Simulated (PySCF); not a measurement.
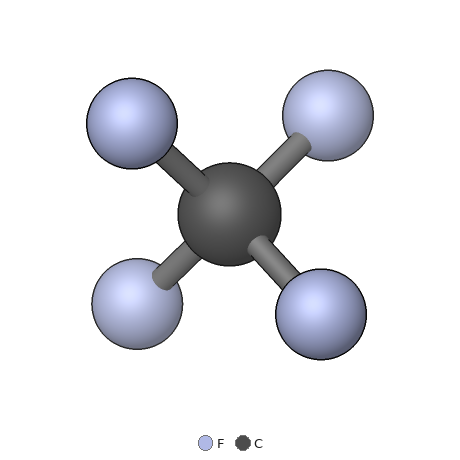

Question: Count the atoms of each element.

Answer: CF4, 5 atoms: 1 carbon and 4 fluorine.

Question: What is the point group of this geometry?

Answer: Td.

The parts below concern this one geometry. Atoms keep their numbers from picture to picture. The computed structure is the end point of a PBE0-D3(BJ)/def2-SVP optimisation. No frequency run is at hand to confirm it as a minimum.

**Charges**

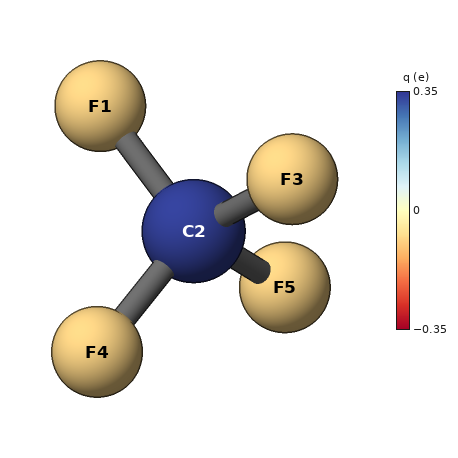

Atoms are coloured by their Hirshfeld charges. No frequency run is at hand to confirm it as a minimum. Properties computed with PBE0/pcSseg-1, gas phase (PySCF 2.14.0).

List the Hirshfeld charges.

| atom | value (e) |
| --- | --- |
| F1 | −0.08 |
| C2 | 0.33 |
| F3 | −0.08 |
| F4 | −0.08 |
| F5 | −0.08 |

**Electronic properties**

No frequency run is at hand to confirm it as a minimum. Properties computed with B3LYP/pcJ-1, gas phase (PySCF 2.14.0).

What does the calculation give?

- HOMO energy (Kohn–Sham orbital): −12.26 eV
- LUMO energy (Kohn–Sham orbital): 4.53 eV
- HOMO–LUMO gap: 16.80 eV

**Spin–spin coupling**

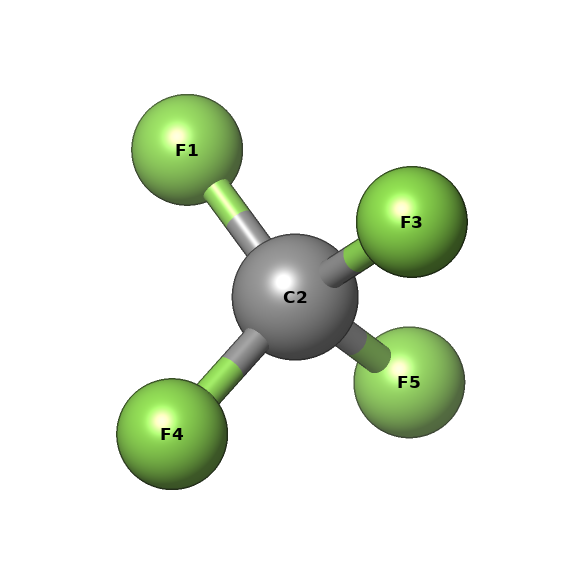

No frequency run is at hand to confirm it as a minimum. Properties computed with B3LYP/pcJ-1 indirect spin-spin coupling, non-relativistic, gas phase (PySCF 2.14.0). Isotopes: 13C, 19F.

Give the spin–spin coupling constants of these pairs, with the number of bonds between them: F1/C2, C2/F4, C2/F5, C2/F3, F1/F4, F1/F3, F1/F5, F3/F5, F3/F4, F4/F5.

```tsv
pair	bonds apart	J (Hz)
F1, C2	1	−348.4
C2, F4	1	−348.2
C2, F5	1	−348.4
C2, F3	1	−348.5
F1, F4	2	−35.6
F1, F3	2	−36.2
F1, F5	2	−36.3
F3, F5	2	−36.2
F3, F4	2	−35.9
F4, F5	2	−36.1
```

Density functionals are unreliable for couplings to fluorine, so those rows may be far off.
